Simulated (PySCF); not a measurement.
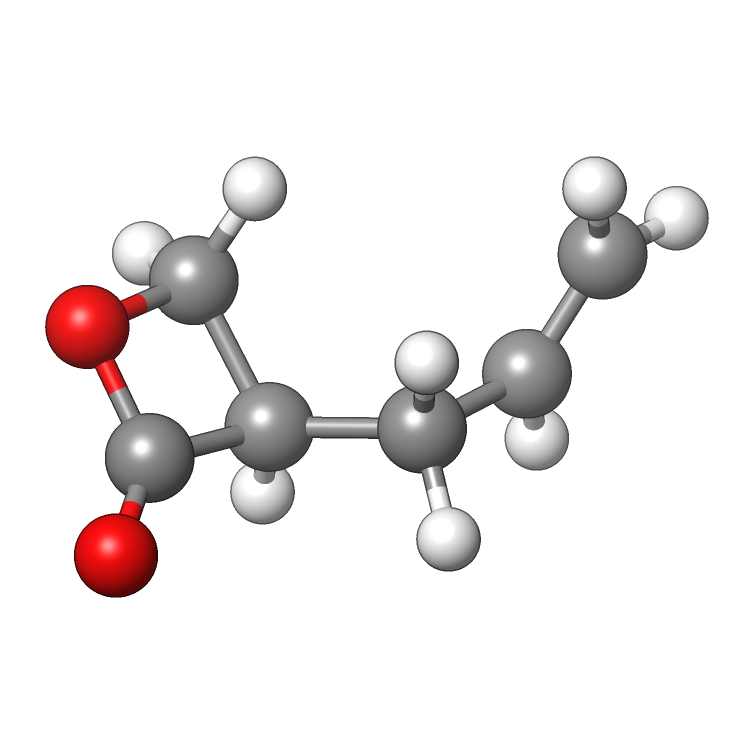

The picture shows a molecular structure as a ball-and-stick model. Every bond is drawn as one stick, whatever its order. Colours: carbon grey, oxygen red, hydrogen white.

The geometry was computed by an optimisation with GFN2-xTB. No frequency run is at hand to confirm it as a minimum.

Describe the molecule.

The molecule is C6H8O2. SMILES: `C=CC[C@@H]1COC1=O`. Independent rings (smallest set): 1 of 4 members. Among its groups: ester, alkene. This geometry has C1 symmetry. Coordination, clear cases only: 2 C trigonal planar; 1 C tetrahedral; 1 O bent.

More results for the same structure follow; atom numbers are the same in all pictures, views and colours differ.

**Electronic properties**

No frequency run is at hand to confirm it as a minimum. Method: PBE0/def2-SVPD, gas phase (PySCF 2.14.0). Excitations: vertical, linear response.

**Give the mean static polarisability at this level.**

75.2 bohr³.

**What is the brightest of the 6 lowest singlets?**

7.10 eV.

**Estimate the LUMO energy (Kohn–Sham orbital).**

−0.28 eV.

**Give the HOMO energy (Kohn–Sham orbital) at this level.**

−7.88 eV.

**Ring current**

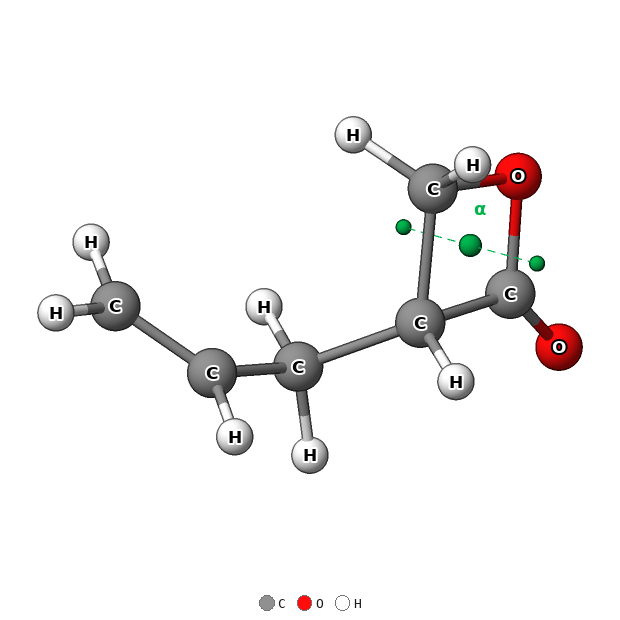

The small points mark where nucleus-independent chemical shifts (NICS) were computed: at the centre of each lettered ring and 1 Å above and below it. No frequency run is at hand to confirm it as a minimum. Properties computed with GIAO PBE0/pcSseg-1 NMR shielding, non-relativistic, gas phase (PySCF 2.14.0).

Give NICS(0), NICS(1) and the out-of-plane component NICS(1)zz for each ring (means of the two sides).

```tsv
ring	members	NICS(0)	NICS(1)	NICS(1)zz
α	C3O	−2.6	−1.7	−1.1
```

Values in ppm.

**NMR shielding**

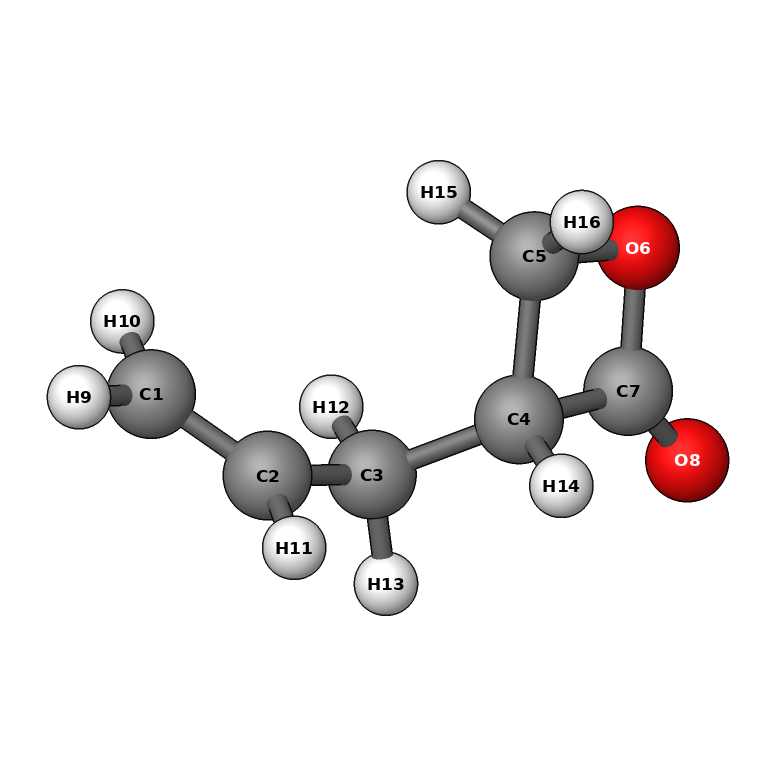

No frequency run is at hand to confirm it as a minimum. Method: GIAO PBE0/pcSseg-1 NMR shielding, non-relativistic, gas phase (PySCF 2.14.0). Principal shieldings σ11 ≤ σ22 ≤ σ33, span Ω = σ33 − σ11, skew κ = 3(σiso − σ22)/Ω.

**Which C atom has the most anisotropic shielding?**

C2, with a span of 236 ppm.

Give the shielding tensors of the C atoms.

| atom | σ11 | σ22 | σ33 | σiso | Ω | κ |
| --- | --- | --- | --- | --- | --- | --- |
| C1 | −50.4 | 80.7 | 157.5 | 62.6 | 207.9 | −0.26 |
| C2 | −79.2 | 49.9 | 156.4 | 42.4 | 235.5 | −0.10 |
| C3 | 136.9 | 145.7 | 157.8 | 146.8 | 20.9 | 0.16 |
| C4 | 94.8 | 137.3 | 160.2 | 130.8 | 65.4 | −0.30 |
| C5 | 92.3 | 118.2 | 152.1 | 120.9 | 59.8 | 0.13 |
| C7 | −94.7 | 63.2 | 67.2 | 11.9 | 161.9 | −0.95 |

Shieldings and span in ppm.
